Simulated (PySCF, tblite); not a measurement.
# C₅H₁₃BOS: geometry, infrared bands and NMR shifts

Aim: predict the infrared bands and NMR shifts of C₅H₁₃BOS (`C=C([BH2-][O+](C)C)SC`).

The runs use tblite 0.8.0 and PySCF 2.14.0, with density-fitted response routines of our own; the level of theory stands in each step. All values are computed, except where a source is named. Atoms are numbered from 0 throughout.

## (1) Starting geometry

21 atoms, charge 0, multiplicity 1; geometry from: force field or distance geometry start.

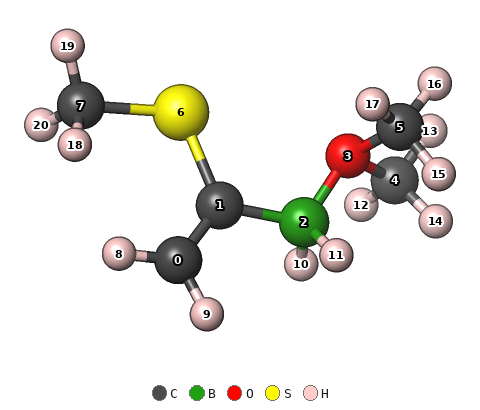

The starting geometry (carbon dark grey, boron green, oxygen red, sulfur yellow, hydrogen pink), atoms numbered.

## (2) Relaxing the molecule with GFN2-xTB

What the job is given:

```
{"job": {"kind": "relax", "xc": "GFN2-xTB", "basis": "xTB"}, "charge": 0, "multiplicity": 1}
C      1.582500    -0.578500    -1.587300
C      0.897500    -0.247100    -0.494200
B     -0.613900    -0.561400    -0.421200
O     -1.310500     0.036300     0.695200
C     -2.240900    -0.934200     1.163200
C     -2.096200     1.133000     0.410900
S      1.666600     0.524000     0.933800
C      3.444500     0.783300     0.641900
H      2.638300    -0.405100    -1.718000
H      1.028900    -1.039700    -2.391900
H     -0.701400    -1.755300    -0.256900
H     -1.145800    -0.267900    -1.459100
H     -1.763700    -1.872000     1.435900
H     -2.810700    -0.480300     1.993500
H     -2.966800    -0.999600     0.307600
H     -2.808300     0.815400    -0.351400
H     -2.679100     1.333300     1.340600
H     -1.516300     1.994300     0.047500
H      3.564200     0.908400    -0.454400
H      3.786200     1.725000     1.136100
H      4.035800    -0.095000     0.968700
```

Command:

```sh
OMP_NUM_THREADS=1 python probes_run.py task.json out
```

This one command runs all jobs of the session in turn.

The program printed:

```text
step      E/eV     max force
  0    -701.74076    2.753
  1    -702.02598    1.290
  2    -702.17548    0.895
  3    -702.26386    0.781
  4    -702.35874    0.727
  5    -702.43147    0.583
  6    -702.47744    0.521
  7    -702.52149    0.360
  8    -702.54650    0.313
  9    -702.56370    0.255
 10    -702.57758    0.275
 11    -702.59013    0.224
 12    -702.60095    0.318
 13    -702.61012    0.336
 14    -702.61897    0.292
 15    -702.62767    0.313
 16    -702.63503    0.218
 17    -702.64095    0.208
 18    -702.64637    0.235
 19    -702.65211    0.226
 20    -702.65846    0.208
 21    -702.66570    0.220
 22    -702.67414    0.256
 23    -702.68334    0.266
 24    -702.69190    0.238
 25    -702.69871    0.176
 26    -702.70430    0.203
 27    -702.71092    0.279
 28    -702.72023    0.325
 29    -702.73121    0.288
 30    -702.74096    0.282
 31    -702.74857    0.226
 32    -702.75523    0.234
 33    -702.76164    0.218
 34    -702.76749    0.217
 35    -702.77221    0.192
 36    -702.77596    0.106
 37    -702.77880    0.107
 38    -702.78057    0.115
 39    -702.78201    0.090
 40    -702.78328    0.073
 41    -702.78504    0.091
 42    -702.78605    0.078
 43    -702.78733    0.070
 44    -702.78858    0.094
 45    -702.79044    0.105
 46    -702.79242    0.104
 47    -702.79397    0.070
 48    -702.79488    0.069
 49    -702.79553    0.060
 50    -702.79618    0.062
 51    -702.79682    0.054
 52    -702.79741    0.053
 53    -702.79808    0.077
 54    -702.79899    0.092
 55    -702.80016    0.086
 56    -702.80148    0.095
 57    -702.80282    0.081
 58    -702.80415    0.082
 59    -702.80526    0.084
 60    -702.80616    0.061
 61    -702.80684    0.057
 62    -702.80745    0.051
 63    -702.80783    0.050
 64    -702.80837    0.049
 65    -702.80867    0.047
 66    -702.80894    0.044
 67    -702.80926    0.044
 68    -702.80971    0.048
 69    -702.81018    0.053
 70    -702.81058    0.044
 71    -702.81093    0.038
 72    -702.81126    0.041
 73    -702.81153    0.040
 74    -702.81172    0.032
 75    -702.81187    0.029
 76    -702.81204    0.034
 77    -702.81229    0.036
 78    -702.81252    0.035
 79    -702.81277    0.042
 80    -702.81307    0.040
 81    -702.81346    0.044
 82    -702.81388    0.049
 83    -702.81425    0.051
 84    -702.81460    0.052
 85    -702.81509    0.063
 86    -702.81582    0.091
 87    -702.81667    0.094
 88    -702.81739    0.070
 89    -702.81792    0.051
 90    -702.81843    0.053
 91    -702.81909    0.071
 92    -702.81972    0.063
 93    -702.81994    0.086
 94    -702.82041    0.043
 95    -702.82061    0.040
 96    -702.82100    0.051
 97    -702.82134    0.064
 98    -702.82169    0.053
 99    -702.82189    0.028
100    -702.82207    0.029
101    -702.82226    0.039
102    -702.82251    0.046
103    -702.82274    0.033
104    -702.82291    0.029
105    -702.82305    0.028
106    -702.82319    0.035
107    -702.82336    0.034
108    -702.82354    0.024
109    -702.82370    0.026
110    -702.82385    0.028
111    -702.82403    0.036
112    -702.82424    0.034
113    -702.82446    0.037
114    -702.82470    0.036
115    -702.82500    0.041
116    -702.82546    0.056
117    -702.82617    0.095
118    -702.82706    0.077
119    -702.82789    0.095
120    -702.82848    0.067
121    -702.82899    0.073
122    -702.82948    0.069
123    -702.83029    0.079
124    -702.83103    0.054
125    -702.83141    0.046
126    -702.83165    0.035
127    -702.83187    0.037
128    -702.83209    0.048
129    -702.83222    0.033
130    -702.83228    0.019
131    -702.83233    0.017
132    -702.83238    0.016
133    -702.83243    0.018
134    -702.83249    0.019
135    -702.83253    0.017
136    -702.83258    0.018
137    -702.83264    0.020
138    -702.83271    0.023
139    -702.83279    0.024
140    -702.83286    0.021
141    -702.83291    0.014
142    -702.83294    0.010
```

It took 1.1 s on 1 thread of Arm Neoverse V1, shared host; peak memory 0.18 GiB.

Relaxation path: (not every step is listed)

```csv
step,energy from step 0 (eV),largest force (eV/Å)
0,0.0000,2.7532
1,-0.2852,1.2896
2,-0.4347,0.8951
3,-0.5231,0.7809
4,-0.6180,0.7274
5,-0.6907,0.5826
6,-0.7367,0.5208
7,-0.7807,0.3602
8,-0.8057,0.3130
20,-0.9177,0.2082
32,-1.0145,0.2336
44,-1.0478,0.0937
56,-1.0607,0.0950
68,-1.0689,0.0481
80,-1.0723,0.0398
92,-1.0790,0.0627
104,-1.0821,0.0288
116,-1.0847,0.0558
128,-1.0913,0.0482
137,-1.0919,0.0198
138,-1.0919,0.0226
139,-1.0920,0.0236
140,-1.0921,0.0214
141,-1.0921,0.0140
142,-1.0922,0.0103
```

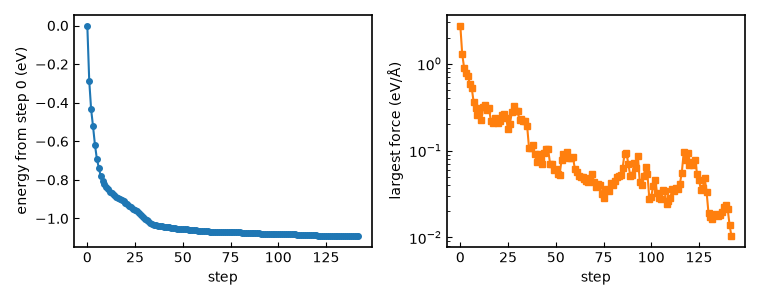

Energy and force, step by step.

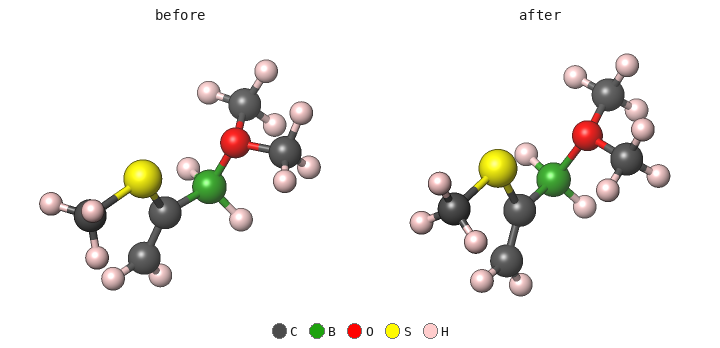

The geometry before (left) and after (right).

Close pairs (by a distance rule), those that changed most:

```csv
bond,before (Å),after (Å),change (Å)
B2–O3,1.445,1.643,+0.198
C1–B2,1.545,1.603,+0.058
O3–C5,1.379,1.415,+0.036
C7–H19,1.117,1.086,-0.031
C4–H14,1.124,1.095,-0.029
C7–H18,1.110,1.087,-0.023
C5–H16,1.115,1.093,-0.023
C7–H20,1.108,1.086,-0.022
```

The end geometry stands in the next job.

## (3) Vibrational analysis with GFN2-xTB

What the job is given:

```
{"job": {"kind": "ir", "xc": "GFN2-xTB", "basis": "xTB"}, "charge": 0, "multiplicity": 1}
C      1.562190    -0.249902    -1.688242
C      0.860111    -0.345676    -0.567710
B     -0.574679    -1.048146    -0.432055
O     -1.354062    -0.175832     0.721560
C     -2.472800    -0.843698     1.268174
C     -1.682122     1.127268     0.278292
S      1.487645     0.256740     0.989260
C      3.183122     0.807173     0.633850
H      2.552178     0.169736    -1.768118
H      1.140542    -0.627956    -2.604572
H     -0.485006    -2.138261     0.029951
H     -1.237400    -0.986240    -1.419444
H     -2.124631    -1.799500     1.652668
H     -2.890574    -0.249056     2.084863
H     -3.241534    -1.019542     0.508393
H     -2.460809     1.102997    -0.490649
H     -2.018509     1.726926     1.127740
H     -0.777806     1.562841    -0.139529
H      3.168687     1.624986    -0.081432
H      3.589030     1.149639     1.580656
H      3.767506    -0.027553     0.256914
```

The program printed:

```text
mode    cm-1     km/mol
  1      39.0      9.18
  2      53.5      3.14
  3      61.8      1.94
  4     124.3      2.13
  5     193.2      0.10
  6     202.9      0.09
  7     207.6      0.06
  8     232.1      0.40
  9     278.3      3.91
 10     302.1      0.10
 11     322.7      2.35
 12     372.9      2.41
 13     416.4      0.57
 14     462.9      5.98
 15     559.8     63.57
 16     609.1      7.00
 17     662.9      4.03
 18     725.8     16.52
 19     835.3      6.36
 20     857.5     31.61
 21     865.8      3.83
 22     932.6      1.57
 23     939.6     31.63
 24     944.3     54.50
 25     954.8     14.07
 26    1055.1     12.02
 27    1071.6    143.37
 28    1094.8     53.47
 29    1102.4      6.17
 30    1149.8     43.89
 31    1161.2     12.74
 32    1208.5     10.43
 33    1215.3     54.20
 34    1306.2      3.61
 35    1395.6      5.06
 36    1408.9      4.54
 37    1413.7      2.86
 38    1452.7      4.10
 39    1455.6      3.62
 40    1458.7      8.55
 41    1462.8      6.88
 42    1465.2      6.71
 43    1469.6     12.89
 44    1657.4     29.51
 45    2451.9    210.83
 46    2487.8    160.52
 47    2946.0     28.37
 48    2949.8     28.23
 49    2972.0     22.97
 50    2976.6     27.54
 51    3018.6      8.47
 52    3024.2     11.00
 53    3047.4      1.94
 54    3050.1      4.80
 55    3052.0      7.58
 56    3085.7     38.95
 57    3104.2     51.83
```

Run time: 0.83 s. Hardware: 1 thread of Arm Neoverse V1, shared host; peak memory 0.18 GiB.

The strongest bands and the atoms that carry them (share of the mass-weighted mode):

```csv
cm⁻¹,km/mol,atoms
560,63.6,"B2 53 %, O3 16 %, C1 11 %"
944,54.5,"C5 18 %, C4 17 %, O3 16 %, H19 14 %"
1072,143.4,"H11 39 %, H10 33 %, B2 13 %"
1095,53.5,"C1 35 %, H9 23 %, H8 14 %, C0 14 %"
1215,54.2,"H11 39 %, H10 38 %"
2452,210.8,H11 92 %
2488,160.5,H10 93 %
3104,51.8,H9 82 %
```

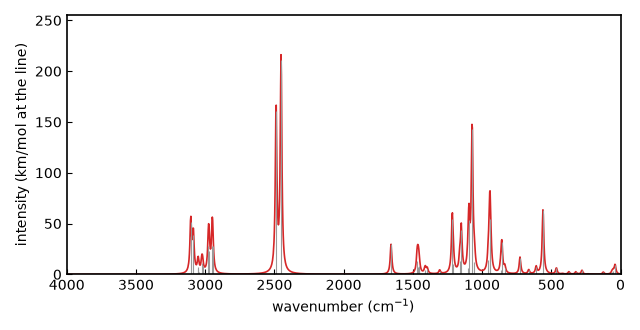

The infrared spectrum from these modes, unscaled. Lines are broadened to a width of 14 cm⁻¹ (Lorentzian).

## (4) NMR shieldings: PBE0/pcSseg-1

Same as in step 3 but for these lines:

```diff
@@ -1,2 +1,2 @@
-{"job": {"kind": "ir", "xc": "GFN2-xTB", "basis": "xTB"}, "charge": 0, "multiplicity": 1}
+{"job": {"kind": "nmr", "xc": "PBE0", "basis": "pcSseg-1"}, "charge": 0, "multiplicity": 1}
 C      1.562190    -0.249902    -1.688242
```

Level: GIAO PBE0/pcSseg-1 NMR shielding, non-relativistic, gas phase.

The program printed:

```text
coarse grid: 17288 points
cycle   1  E = -695.8983840026  dE =  7.654e-01  |g| = 4.368e-01  |ddm| = 3.919e+00
cycle   2  E = -695.9012805918  dE = -2.897e-03  |g| = 4.446e-01  |ddm| = 9.939e-01
cycle   3  E = -695.9490413824  dE = -4.776e-02  |g| = 9.598e-02  |ddm| = 5.367e-01
cycle   4  E = -695.9508312466  dE = -1.790e-03  |g| = 2.982e-02  |ddm| = 9.452e-02
cycle   5  E = -695.9509865083  dE = -1.553e-04  |g| = 1.095e-02  |ddm| = 2.627e-02
cycle   6  E = -695.9510153614  dE = -2.885e-05  |g| = 3.482e-03  |ddm| = 1.573e-02
cycle   7  E = -695.9510185150  dE = -3.154e-06  |g| = 7.755e-04  |ddm| = 4.319e-03
final grid: 160040 points
cycle   8  E = -696.0126792834  dE = -5.269e-05  |g| = 1.500e-02  |ddm| = 3.987e-02
cycle   9  E = -696.0126412726  dE =  3.801e-05  |g| = 2.078e-02  |ddm| = 2.380e-02
cycle  10  E = -696.0127249478  dE = -8.368e-05  |g| = 1.974e-03  |ddm| = 1.472e-02
cycle  11  E = -696.0127258486  dE = -9.007e-07  |g| = 2.861e-04  |ddm| = 2.007e-03
cycle  12  E = -696.0127258620  dE = -1.347e-08  |g| = 1.645e-04  |ddm| = 4.055e-04
cycle  13  E = -696.0127258679  dE = -5.848e-09  |g| = 4.846e-05  |ddm| = 1.503e-04
cycle  14  E = -696.0127258685  dE = -5.862e-10  |g| = 1.227e-05  |ddm| = 6.430e-05
converged SCF energy = -696.0127258685

GIAO shielding tensors (ppm)
atom      isotropic    diamagn.    paramagn.     s11        s22        s33       span
  0 C       77.696     253.523    -175.827    -22.935     87.424    168.599    191.534
  1 C       22.167     265.701    -243.534    -88.260      4.309    150.453    238.713
  2 B       95.722     190.314     -94.592     77.650     77.888    131.628     53.978
  3 O      323.084     399.695     -76.611    292.401    335.077    341.773     49.372
  4 C      119.190     242.608    -123.417     81.619     91.048    184.905    103.286
  5 C      120.659     247.900    -127.241     88.312     92.477    181.188     92.877
  6 S      481.337    1060.549    -579.212    333.724    422.749    687.538    353.814
  7 C      168.929     253.141     -84.212    157.797    166.205    182.786     24.989
  8 H       26.899      33.466      -6.566     23.637     25.234     31.828      8.191
  9 H       26.462      32.644      -6.182     24.063     24.665     30.656      6.594
 10 H       28.192      32.859      -4.667     24.783     28.576     31.215      6.432
 11 H       28.464      33.753      -5.290     24.847     28.391     32.153      7.306
 12 H       27.557      28.622      -1.065     23.552     25.375     33.743     10.191
 13 H       28.257      27.553       0.704     24.511     25.239     35.022     10.511
 14 H       28.197      27.704       0.493     24.656     25.586     34.350      9.694
 15 H       28.657      30.468      -1.811     25.610     26.079     34.281      8.671
 16 H       28.442      30.174      -1.732     25.202     25.442     34.681      9.480
 17 H       27.130      31.588      -4.458     22.149     28.518     30.722      8.573
 18 H       29.559      32.052      -2.494     24.705     27.148     36.823     12.117
 19 H       29.671      29.856      -0.185     24.564     27.152     37.297     12.732
 20 H       29.597      30.978      -1.381     24.812     26.833     37.147     12.334
```

Wall time 57 s (1 thread of Arm Neoverse V1, shared host); peak memory 1 GiB.

Shifts follow as δ = σ(reference) − σ, with reference shieldings (ppm) from runs at the same level and on the same kind of geometry: 1H TMS 31.72, 13C TMS 186.9, 17O H2O 336.1, 11B BF3·OEt2 100.1, 33S CS2 504. The references are single molecules in the gas phase, so shifts against H2O, NH3, PH3, H3PO4 or CFCl3 are not on the usual liquid scales and can be off by tens of ppm. Atoms listed in one row are averaged.

```csv
atoms,environment,σ (ppm),δ (ppm),δ scaled to CDCl3
C1,fully substituted alkene carbon,22.2,164.8,154.5
C0,terminal =CH2 carbon,77.7,109.2,104.7
"C4, C5",methyl carbon bonded to O,119.9,67.0,63.5
C7,methyl carbon bonded to S,168.9,18.0,11.2
H9,hydrogen on a terminal =CH2 carbon,26.46,5.26,5.06
H8,hydrogen on a terminal =CH2 carbon,26.90,4.82,4.65
"H12, H13, H14, H15, H16, H17",hydrogen on a methyl carbon bonded to O,28.04,3.68,3.57
"H10, H11","hydrogen on a boron bonded to C, O",28.33,3.39,–
"H18, H19, H20",hydrogen on a methyl carbon bonded to S,29.61,2.11,2.09
B2,"boron bonded to C, O, 2 H",95.7,4.3,–
O3,donor oxygen of a Lewis adduct,323.1,13.0,–
S6,sulfide sulfur,481,22,–
```

The scaled column applies a straight-line fit of computed shieldings to shifts measured in CDCl3, with any fitted terms for Cl, Br or S neighbours (root-mean-square error 0.16 ppm for H, 1.9 ppm for C).

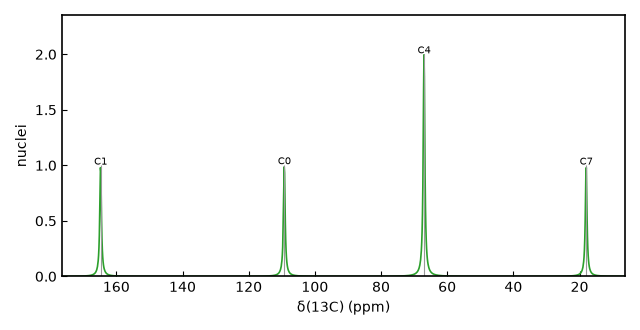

13C lines at the computed shifts, without couplings. Lines are broadened to a width of 0.59 ppm (Lorentzian).

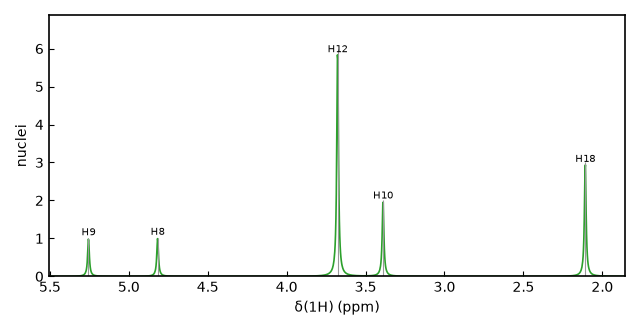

1H lines at the computed shifts, without couplings. Lines are broadened to a width of 0.01 ppm (Lorentzian).

The run also stored atomic charges by several schemes (e):

```csv
atoms,Mulliken,IAO,Hirshfeld,ESP fit
C0,-0.13,-0.37,-0.14,-0.48
C1,-0.54,-0.19,-0.08,0.16
B2,0.28,-0.15,-0.01,-0.12
O3,-0.52,-0.17,0.03,0.04
"C4, C5",-0.04,-0.21,-0.01,-0.36
S6,-0.01,0.11,-0.01,-0.18
C7,-0.39,-0.51,-0.12,-0.50
```

IAO charges:

C0 -0.37; C1 -0.19; B2 -0.15; O3 -0.17; C4 -0.21; C5 -0.21; S6 0.11; C7 -0.51; H8 0.13; H9 0.15; H10 -0.01; H11 -0.02; H12 0.18; H13 0.15; H14 0.15; H15 0.14; H16 0.15; H17 0.19; H18 0.15; H19 0.17; H20 0.16

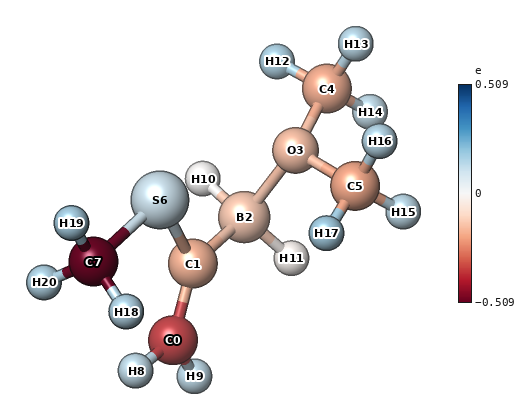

IAO charges, as colours on the atoms.

Mayer bond orders: C0–C1 1.94, C1–B2 0.81, B2–O3 0.45, O3–C4 0.85, O3–C5 0.84, C1–S6 1.04, S6–C7 1.01.

## (5) Summary of results

| quantity | value |
| --- | --- |
| strongest single infrared mode (GFN2-xTB) | 2452 cm⁻¹, 211 km/mol |
| zero-point energy (GFN2-xTB) | 107.7 kcal/mol |
| 13C shifts against TMS (PBE0/pcSseg-1, means over atoms taken as alike) | 164.8, 109.2, 67.0, 18.0 ppm |
| 1H shifts against TMS (PBE0/pcSseg-1, means over atoms taken as alike) | 5.26, 4.82, 3.68, 3.39, 2.11 ppm |
| 11B shifts against BF3·OEt2 (PBE0/pcSseg-1) | 4.3 ppm |
| 17O shifts against H2O (PBE0/pcSseg-1) | 13.0 ppm |
| 33S shifts against CS2 (PBE0/pcSseg-1) | 22 ppm |

Relaxing lowered the energy by 1.092 eV in 142 steps; the close pair that moved most is B2–O3, from 1.445 to 1.643 Å. No mode is imaginary among the 57: a minimum at this level. The strongest single mode, at 2452 cm⁻¹, moves mainly H11. GFN2-xTB is a fitted tight-binding method: band positions and strengths are rough. Its intensities can rank the bands wrongly. C1 (fully substituted alkene carbon) lies farthest downfield among carbon, at 164.8 ppm; as expected for a trigonal carbon in a double bond. At PBE0/pcSseg-1: The largest span, 354 ppm, is at S6, where the paramagnetic term is -579 ppm.
